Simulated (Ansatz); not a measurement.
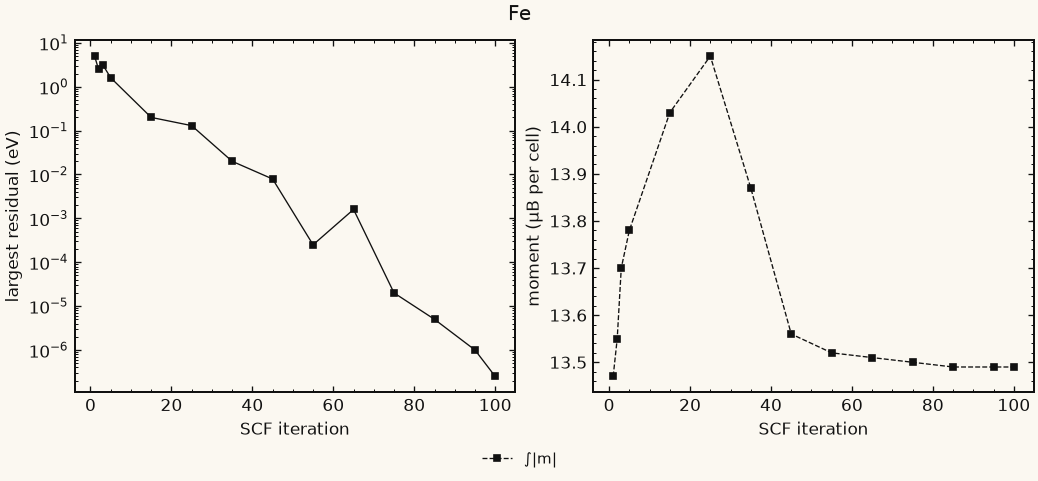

The plot shows the SCF iterations of a calculation: largest residual, magnetic moments. Only some iterations were kept.

The run: Fe (Im-3m, 6 atoms in the cell), by DFT, PBE, PAW (an earlier, harder data set), plane waves, scalar-relativistic in Ansatz development build ahead of 0.2.0; cutoff 844 eV, 4×4×2 k-mesh, Gaussian smearing of 0.1 eV, non-collinear spins.
Setting under test: default search for lower states.

How did this run end?

Answer. The run gave up at step 100 without converging. The residual is still falling at the last step (down to 2.5 × 10⁻⁷).

Read the residual at the first and at the last step drawn.

Answer. It starts near 5 and ends near 2 × 10⁻⁷ eV.

What happens to the magnetisation?

Answer. The integral of |m| stays near 13.5 μB per cell, though in an unconverged run this needn't be final.
